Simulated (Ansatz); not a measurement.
# Run report: AlSnSiH$_{7}$O, frequency calculation

- system: AlSnSiH$_{7}$O, SMILES O[SiH2][AlH][SnH3]
- method: RKS PBE0-D4/def2-TZVP (Ansatz 0.2.0)

The geometry comes from this level: PBE0-D4/def2-TZVP. Figures and captions count atoms from 1; the log counts them from 0 in places.

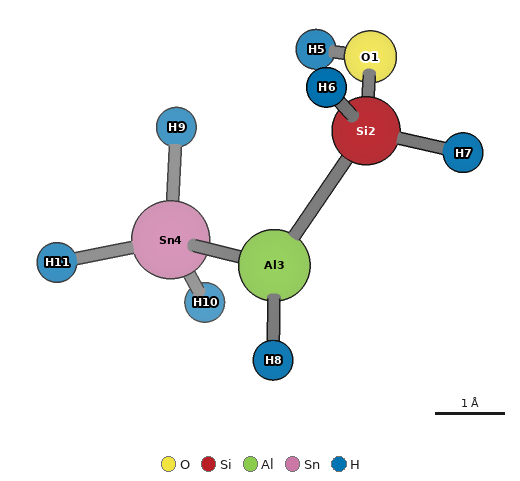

*The input geometry (ball-and-stick view, seen at an oblique angle; atoms are numbered from 1 in the order of the input). Sticks mark near contacts.*

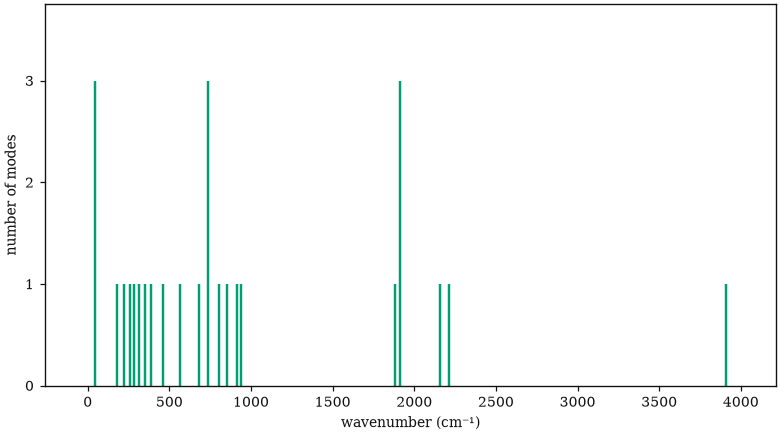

*Harmonic vibrational wavenumbers from the force constants; neighbouring modes closer than 18 cm⁻¹ are counted in one stick.*

27 modes from 32 to 3908 cm⁻¹, none imaginary.

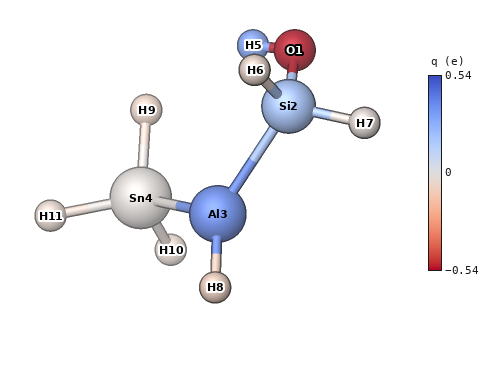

*Mulliken charges, as the colour of each atom (ball-and-stick view, seen at a tilt; atoms are numbered from 1 in the order of the input; Mulliken charges depend strongly on the basis).*

By element: O −0.52, Si +0.17, Al +0.36, Sn −0.02 and H −0.08 to +0.32 e.

The input that produced these results follows, with the program's output.

**Input file**
```yaml
crystal:
  periodic: [false, false, false]
  atoms:
    - {symbol: O, position_ang: [-0.255902, 2.337981, -0.064829]}
    - {symbol: Si, position_ang: [0.827000, 1.634423, 0.978116]}
    - {symbol: Al, position_ang: [1.035826, -0.772817, 0.485222]}
    - {symbol: Sn, position_ang: [-0.924731, -1.745328, -1.038524]}
    - {symbol: H, position_ang: [-1.031561, 1.826990, -0.301992]}
    - {symbol: H, position_ang: [0.405416, 1.829187, 2.401692]}
    - {symbol: H, position_ang: [2.095028, 2.393186, 0.803159]}
    - {symbol: H, position_ang: [2.198578, -1.718573, 1.015048]}
    - {symbol: H, position_ang: [-2.126491, -0.539021, -1.284840]}
    - {symbol: H, position_ang: [-0.412651, -2.213228, -2.603323]}
    - {symbol: H, position_ang: [-1.745213, -3.089802, -0.369029]}
basis:
  gaussian: {orbitals: def2-TZVP}
hamiltonian: {xc: pbe0, dispersion: d4}
phonons: {temperatures: {t_min: 298.15, t_max: 900, t_step: 200}}
```

Command:
```bash
ansatz run in.yaml --threads 4 --pin off --events-out ev --progress --plain --max-ram 10444MiB
```

**The program's output**
```
Functional definition: PBE0
  name "PBE0"
  cite "Adamo & Barone, J. Chem. Phys. 110, 6158 (1999) doi:10.1063/1.478522"
  cite "Perdew, Burke & Ernzerhof, Phys. Rev. Lett. 77, 3865 (1996) doi:10.1103/PhysRevLett.77.3865"
  parent pbe
  parameter a = 0.25
  parameter kappa = 0.804
  parameter beta = 0.06672455060314922
  exchange = (1 - a)*pbe_x(kappa = kappa, mu = beta*pi^2/3) + a*exact_x
  correlation = pbe_c(beta = beta)
1467 factors; their error is unknown
mean field evaluation 1: about -22455.3963 eV, gradient 5.2e1 eV
mean field evaluation 2: about -22436.1800 eV, gradient 1.1e2 eV
mean field evaluation 4: about -22460.0818 eV, gradient 2.9e0 eV
mean field evaluation 8: about -22460.1032 eV, gradient 3.9e-2 eV
mean field evaluation 16: about -22460.2283 eV, gradient 5.9e-5 eV
mean field -22460.22832198 eV, -825.3981667434 hartree, gradient 5.9e-5 eV, S^2 0.000000; 0 other end points of the search recorded, 0 dependent functions left out
the calculation of the forces begins
reference -22460.22836928 eV, -825.3981684814 hartree; 32, 32 occupied and 165, 165 virtual orbitals, 1467 factors
these checks for a lower state are left out or cut short: stability, starts, cluster_reference, orbital_swaps, neighbouring_geometries, increment
1467 factors; their error is unknown
mean field -22460.22815803 eV, -825.3981607183 hartree, gradient 1.0e-6 eV, S^2 0.000000; 0 other end points of the search recorded, 0 dependent functions left out
[... from here on the field's lines of each further geometry are left out, up to the last ...]
the calculation of the forces begins
reference -22460.22835899 eV, -825.3981681032 hartree; 32, 32 occupied and 165, 165 virtual orbitals, 1467 factors
these checks for a lower state are left out or cut short: stability, starts, cluster_reference, orbital_swaps, neighbouring_geometries, increment
1467 factors; their error is unknown
mean field -22460.22831386 eV, -825.3981664449 hartree, gradient 2.3e-6 eV, S^2 0.000000; 0 other end points of the search recorded, 0 dependent functions left out
the calculation of the forces begins
reference -22460.22836116 eV, -825.3981681830 hartree; 32, 32 occupied and 165, 165 virtual orbitals, 1467 factors
Total energy: -22460.43625175 eV, -825.4058080215 hartree
Atom 0 at    -0.255902     2.337981    -0.064829 Å, force     0.000148     0.001491    -0.000622 eV/Å
Atom 1 at     0.827000     1.634423     0.978116 Å, force     0.000408    -0.001009     0.000168 eV/Å
Atom 2 at     1.035826    -0.772817     0.485222 Å, force     0.000725    -0.000569     0.000661 eV/Å
Atom 3 at    -0.924731    -1.745328    -1.038524 Å, force    -0.000418     0.000183    -0.000517 eV/Å
Atom 4 at    -1.031561     1.826990    -0.301992 Å, force    -0.001369    -0.000447    -0.000439 eV/Å
Atom 5 at     0.405416     1.829187     2.401692 Å, force    -0.000126     0.000226     0.000685 eV/Å
Atom 6 at     2.095028     2.393186     0.803159 Å, force     0.000701     0.000228     0.000152 eV/Å
Atom 7 at     2.198578    -1.718573     1.015048 Å, force    -0.000493     0.000166    -0.000554 eV/Å
Atom 8 at    -2.126491    -0.539021    -1.284840 Å, force     0.000462    -0.000862    -0.000148 eV/Å
Atom 9 at    -0.412651    -2.213228    -2.603323 Å, force    -0.000260     0.000301     0.000609 eV/Å
Atom 10 at    -1.745213    -3.089802    -0.369029 Å, force     0.000221     0.000292     0.000005 eV/Å
Dipole moment:     0.035580    -0.202566     0.109969 e Å
Vibrations: 32.40 44.49 58.97 179.43 222.02 261.28 282.79 314.16 353.54 385.89 463.17 566.68 682.44 726.56 735.93 738.24 804.38 854.58 915.73 938.46 1884.02 1905.73 1917.03 1919.04 2156.08 2211.41 3908.06 cm⁻¹, zero-point energy 1.578474 eV
```

**Results in brief**

| quantity | value |
| --- | --- |
| outcome | converged |
| total energy | −22460.4363 eV |
| mean-field energy | −22460.2284 eV |
| dispersion energy | −0.2079 eV |
| largest force (length of the vector) | 0.002 eV/Å |
| dipole moment | 1.12 D |
| hardware | 4 threads of Arm Neoverse V2, 23 GiB of memory available, shared host |
| wall time | 2.3 min (CPU time 8.8 min) |
| peak memory | 0.58 GiB |
